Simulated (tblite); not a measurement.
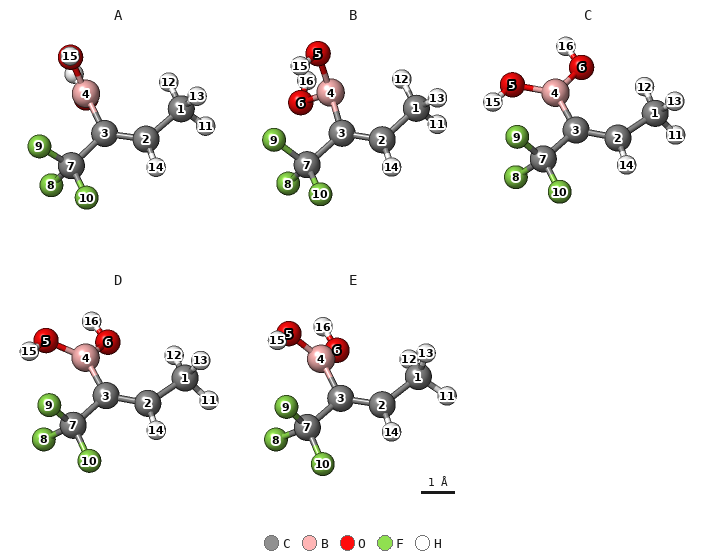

5 geometries from one relaxation of C$_{4}$H$_{6}$BF$_{3}$O$_{2}$, in shuffled order. The picture is a ball-and-stick view, seen at a tilt.

Method: GFN2-xTB geometry optimisation, gas phase in tblite 0.8.0. 

> Order the frames from highest to lowest energy.

B, A, E, D, C. They are steps 0, 63, 85, 110, 165, at +2.126 eV, +0.099 eV, +0.054 eV, +0.020 eV relative to the last. The energy falls by 2.126 eV in 165 geometry steps. The atom that moves furthest after the best rigid fit is H15 (1.99 Å). Largest moves by element: H 1.99 Å, O 1.84 Å, F 0.69 Å, C 0.40 Å, B 0.32 Å. Near-neighbour distances that change, for instance: B4–O5 1.490 → 1.352 Å, B4–O6 1.474 → 1.349 Å, O5–H15 1.002 → 0.956 Å, C1–H12 1.128 → 1.083 Å. Among the angles between lasting bonds that change: B4–O5–H15 103.7° → 119.8°, C3–B4–O5 112.9° → 123.2°, C2–C3–B4 120.5° → 128.4°.
